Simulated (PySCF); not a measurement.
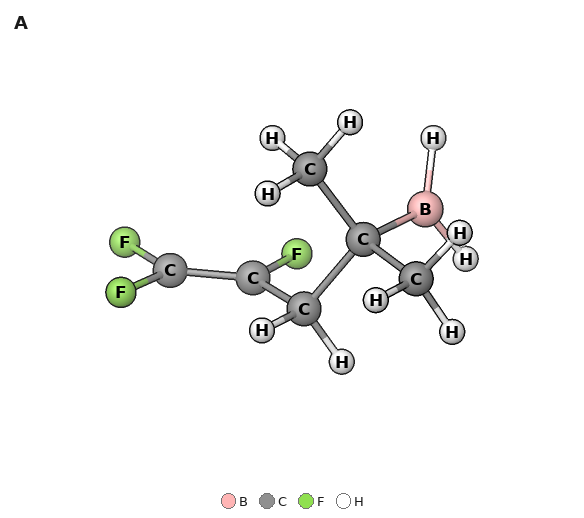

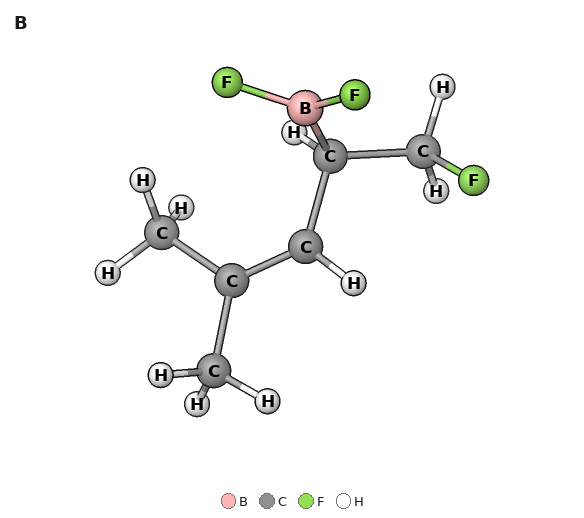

2 stationary structures of one formula. Geometries: GFN2-xTB. Electronic energies: PBE0/pcSseg-1 (PySCF 2.14.0), without zero-point energy. No frequency run is at hand to confirm each as a minimum. Each is one conformer, not always the lowest.

Which is lowest in energy, and by how much?

Answer. B is lowest; A lies 467.1 kJ/mol above it. A is `BC(C)(C)CC(F)=C(F)F`, B is `CC(C)=C[C@H](CF)B(F)F`.

The geometry is semi-empirical. Around B such bond lengths and angles can be off by a tenth of an ångström or more and by several degrees, and values that hang on the shape move with them.
